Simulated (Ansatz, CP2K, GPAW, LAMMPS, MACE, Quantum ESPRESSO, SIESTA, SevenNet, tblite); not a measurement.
**Liquid Zn23Cd15S38 at 1800 K (76 atoms): other programs against plane waves**

Aim: forces, pressure of liquid Zn23Cd15S38 at 1800 K (76 atoms) at one geometry, from other programs and methods, against plane-wave PBE.

Results are calculated, not measured.

**1. The structure**

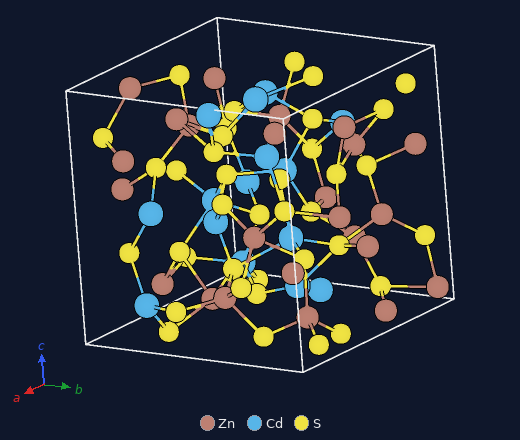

The cell (zinc pink, cadmium blue, sulfur yellow). Bonds to atoms that aren't drawn are left out. Some periodic images of atoms are drawn too.

The cell holds 76 atoms (23 Zn, 15 Cd and 38 S), with edges of 11.90, 11.90 and 11.90 Å. Recipe: 76 atoms (23 Zn, 15 Cd, 38 S) placed at random at 4.35 g/cm³, melted at 2500 K for 10 ps at fixed volume with the Stillinger-Weber II-VI potential (Zhou et al., Phys. Rev. B 88, 085309 (2013)). Snapshot at the end of a hold of 5 ps at 1800 K and fixed volume. The density is 4.35 g/cm³.

**2. The reference input**

Quantum ESPRESSO 7.5: Kohn-Sham DFT, PBE, SSSP efficiency 1.3.0 pseudopotentials, plane waves. Its input, pw.in:

```
&control
  calculation = 'scf'
  pseudo_dir = './pseudo'
  outdir = './tmp'
  disk_io = 'none'
  tprnfor = .true.
  tstress = .true.
/
&system
  ibrav = 0
  nat = 76
  ntyp = 3
  ecutwfc = 45
  ecutrho = 360
  nosym = .true.
  occupations = 'smearing'
  smearing = 'fd'
  degauss = 0.003675
/
&electrons
  conv_thr = 3.8e-07
  electron_maxstep = 100
  mixing_beta = 0.4
  mixing_mode = 'plain'
  diagonalization = 'david'
/
ATOMIC_SPECIES
Zn 65.380 Zn.upf
Cd 112.414 Cd.upf
S 32.060 S.upf
CELL_PARAMETERS angstrom
11.89530 0.00000 0.00000
0.00000 11.89530 0.00000
0.00000 0.00000 11.89530
ATOMIC_POSITIONS crystal
Zn 0.87728 0.86571 0.89147
Zn 0.05469 0.91677 0.61897
Zn 0.55965 0.96035 0.83510
Zn 0.73256 0.84664 0.12254
[... 70 atom lines left out ...]
S 0.56425 0.90926 0.64573
S 0.08700 0.95164 0.27180
K_POINTS gamma
```

```console
$ OMP_NUM_THREADS=1 mpirun -np 4 pw.x -in pw.in > output.txt
```

It took 6.1 min on 4 MPI ranks of Arm Neoverse V2, shared host; peak memory 4.3 GiB; 24 min of CPU time.

It converged with an r.m.s. force component of 0.86 eV/Å and a pressure of -1.6 GPa.

**3. What was run beside it**

- CP2K 2026.2: Gaussian basis with GTH pseudopotentials and a plane-wave density; labels give functional, basis (MOLOPT sets; SR short-range, UZH the newer set with its own potentials), grid cutoff/relative cutoff and solver (OT: orbital transformation; TRS4, TC2, SIGN: linear-scaling purification with its sparsity filter), or its built-in tight binding.
- GPAW 26.7.0: PAW with atomic orbitals (LCAO), plane waves or a real-space grid of spacing h.
- MACE: machine-learned potential, published weights.
- Quantum ESPRESSO 7.5: plane waves; labels (QE) give functional, pseudopotential set and cutoffs of waves/density.
- SIESTA 5.4.2: numerical atomic orbitals, whose automatically made sets are far from complete, with PseudoDojo norm-conserving potentials that we converted to its format (checked against plane waves on the same files for H, C, O, Si, Ge and Ca alone); labels give functional, basis size, energy shift and mesh cutoff.
- SevenNet: machine-learned potential, published weights.
- tblite 0.8.0: extended tight binding, driven from Python.

All use the same cell and atoms, and the electronic-structure runs the same k-mesh.

**4. All runs compared**

Differences are against the reference: forces as r.m.s. over components, share as that over the reference's r.m.s. force, slope as the fitted ratio of a run's forces to the reference's.

| run | Δ force, r.m.s. (meV/Å) | share (%) | slope | Δ pressure (GPa) | cores | CPU time | memory (GiB) |
| --- | --- | --- | --- | --- | --- | --- | --- |
| reference | - | - | - | - | 4 | 24 min | 4.3 |
| CP2K PBE, DZVP-MOLOPT-SR, 800/50 Ry, diagonalisation | 51.3 | 5.98 | 1.029 | 0.986 | 2 | 6.6 min | 8.1 |
| GPAW PBE, LCAO dzp, h 0.2 Å | 48.5 | 5.66 | 1.026 | - | 1 | 4.8 min | 1.9 |
| GPAW PBE, LCAO dzp, h 0.2 Å, other mixer settings | 48.2 | 5.62 | 1.027 | - | 1 | 6 min | 1.8 |
| GPAW PBE, LCAO sz(dzp), h 0.2 Å (coarse) | 280 | 32.7 | 1.117 | - | 1 | 2 min | 1.6 |
| GPAW RPBE, LCAO dzp, h 0.2 Å | 115 | 13.4 | 1.031 | - | 1 | 4.8 min | 1.9 |
| MACE MP-0b2 small potential | 194 | 22.7 | 0.899 | 0.277 | 1 | 5.4 s | 0.67 |
| MACE MP-0b3 medium potential | 161 | 18.8 | 0.912 | 0.483 | 1 | 6.7 s | 0.85 |
| QE PBE+D3(BJ), sssp-1.3.0-efficiency, 45/360 Ry | 7.54 | 0.88 | 1.000 | -2.31 | 4 | 27 min | 4.4 |
| QE PBE, sssp-1.3.0-efficiency, 25/200 Ry (coarse) | 38.7 | 4.52 | 1.006 | -106 | 4 | 13 min | 2.0 |
| SIESTA LDA, DZP, shift 0.01 Ry, mesh 500 Ry | 125 | 14.6 | 0.967 | -8.19 | 2 | 3.9 min | 1.8 |
| SIESTA PBE, DZP, shift 0.01 Ry, mesh 200 Ry | 108 | 12.6 | 1.030 | -2.76 | 2 | 2 min | 0.87 |
| SIESTA PBE, DZP, shift 0.01 Ry, mesh 500 Ry | 109 | 12.7 | 1.030 | -2.79 | 2 | 4.8 min | 1.8 |
| SIESTA PBE, TZP, shift 0.01 Ry, mesh 500 Ry | 105 | 12.2 | 1.031 | -2.98 | 4 | 6.8 min | 2.4 |
| SevenNet l3i5 potential | 130 | 15.1 | 0.944 | 0.141 | 1 | 8.1 s | 1.1 |
| tblite GFN1-xTB | 326 | 38.1 | 0.727 | 3.94 | 1 | 3.8 s | 0.13 |

Rows marked coarse were listed beforehand as settings not expected to be converged; some can still land near the reference.

Times of the machine-learned potentials are mostly Python's start and the loading of weights.

CPU time is summed over cores on shared hosts, so it is rough.

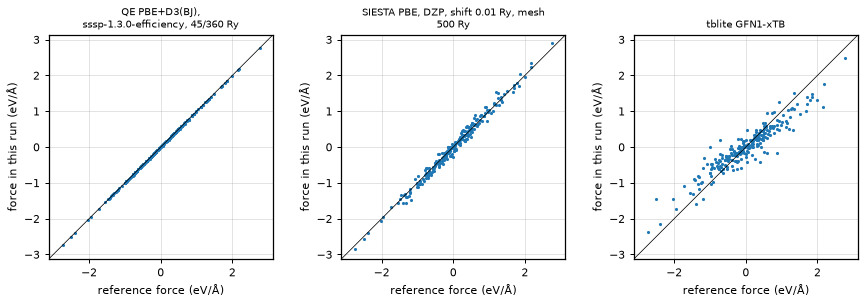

Force components against those of the reference; the line marks equality.

**5. Findings**

Forces lie from 0.88 % (QE PBE+D3(BJ), sssp-1.3.0-efficiency, 45/360 Ry) to 38 % (tblite GFN1-xTB) of the reference's r.m.s. force of 0.86 eV/Å away from it. The PBE runs in local orbitals, coarse settings apart, differ by 5.6 % (GPAW PBE, LCAO dzp, h 0.2 Å, other mixer settings) to 13 % (SIESTA PBE, DZP, shift 0.01 Ry, mesh 500 Ry); basis, grid and potentials can all enter. Tight binding differs by 38 % (tblite GFN1-xTB); it is another model, with fitted parameters of its own, and the xTB methods hold dispersion. Machine-learned potentials differ by 15 % (SevenNet l3i5 potential) to 23 % (MACE MP-0b2 small potential); they were trained on other programs' data.

In the reference's own program, potentials and cutoffs, a change of model alone moves forces by 0.88 % (QE PBE+D3(BJ), sssp-1.3.0-efficiency, 45/360 Ry). Other rows with another functional or a dispersion term differ by 13 % (GPAW RPBE, LCAO dzp, h 0.2 Å) to 15 % (SIESTA LDA, DZP, shift 0.01 Ry, mesh 500 Ry), which mixes the change of model with differences of basis and potentials. Runs with settings chosen to be coarse differ by 4.5 % (QE PBE, sssp-1.3.0-efficiency, 25/200 Ry) to 33 % (GPAW PBE, LCAO sz(dzp), h 0.2 Å), their programs' other errors included. GPAW PBE, LCAO sz(dzp), h 0.2 Å stiffens the forces by a factor of 1.12 while following their directions (correlation 0.965); the slopes of the 4 GPAW runs lie between 1.03 and 1.12. From SIESTA PBE, DZP, shift 0.01 Ry, mesh 200 Ry to the finer SIESTA PBE, DZP, shift 0.01 Ry, mesh 500 Ry the share goes from 12.6 to 12.7 %, so the grid isn't what parts these runs from the reference. Pressures at PBE, coarse settings apart, lie -2.98 to +0.99 GPa from the reference's. A pressure off by over 25 GPa (QE PBE, sssp-1.3.0-efficiency, 25/200 Ry) is no usable stress for this cell.

Caveats: Periodic xTB results under one method name differ between programs and library versions. The potentials hold different valence shells: 868 electrons in the reference, 684 in CP2K with DZVP-MOLOPT-SR, 684 in GPAW and 988 in SIESTA; this bears on time and differences. The reference's pressure holds the uncorrected Pulay stress of its 45 Ry basis, so small pressure differences may be the reference's own error. The frame stands for 1800 K, but pressures are static and levels are smeared at 580 K, under the temperature of the frame, which matters where levels are partly filled. Machine-learned potentials mimic data converged in k, so the reference's own k-point error enters their differences. The network of bonds at the start is that of the classical potential that made the cell, and needn't be the one that DFT or experiment would give. The electronic-structure runs sample only Γ, in a cell whose shortest periodic width is 12 Å, which is coarse for a cell with partly filled levels. Spin–orbit coupling is left out. Where levels are smeared, the DFT runs use Fermi–Dirac occupations at 580 K (0.05 eV), and energies are free energies. The reference's cutoffs and mesh weren't converged further here.

[Logs are printed without paths, hosts, clocks, repeated set-up lines and the standing remarks that a program may print on its own settings, such as how far it seeks lower states.]

[Hosts, paths, dates, database ids (printed as entryN), source tags and the programs' standing remarks are cut or masked in the printed files.]

[Cells were taken only where this reference lay near another plane-wave run.]
